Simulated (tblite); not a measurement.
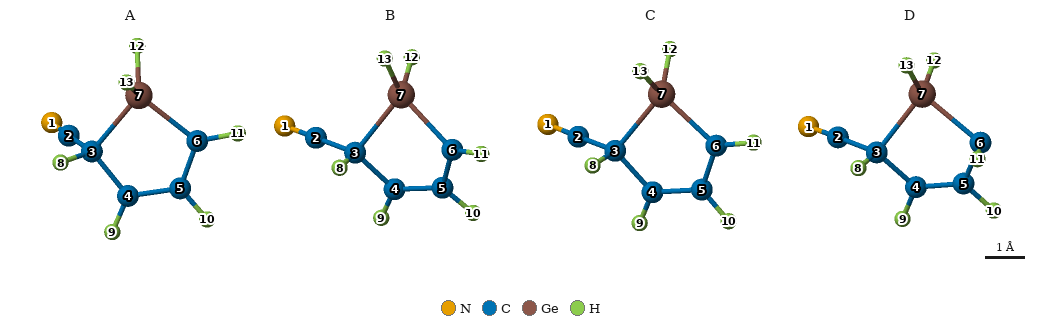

4 geometries from one relaxation of C5H6GeN (multiplicity 2), in shuffled order. A ball-and-stick model, seen at a tilt.

The calculation used GFN2-xTB geometry optimisation, gas phase in tblite. 

**Put them in the order of the run, from the start to the converged end.**

D, B, C, A. They are steps 0, 12, 45, 86, at +148.5 kJ/mol, +33.3 kJ/mol, +4.06 kJ/mol relative to the last. Over 86 geometry steps the energy falls by 148.5 kJ/mol. The largest move after the best rigid fit is that of H11, 1.71 Å. Largest moves by element: H 1.71 Å, N 0.78 Å, C 0.40 Å, Ge 0.26 Å. Among the contacts that change: C4–C5 1.272 → 1.374 Å, C5–C6 1.472 → 1.386 Å, C3–Ge7 1.953 → 2.019 Å, C4–H9 1.140 → 1.079 Å. Bond angles that change, for instance: Ge7–C6–H11 108.2° → 128.5°, C5–C6–H11 106.9° → 121.5°, C5–C6–Ge7 98.2° → 110.0°.
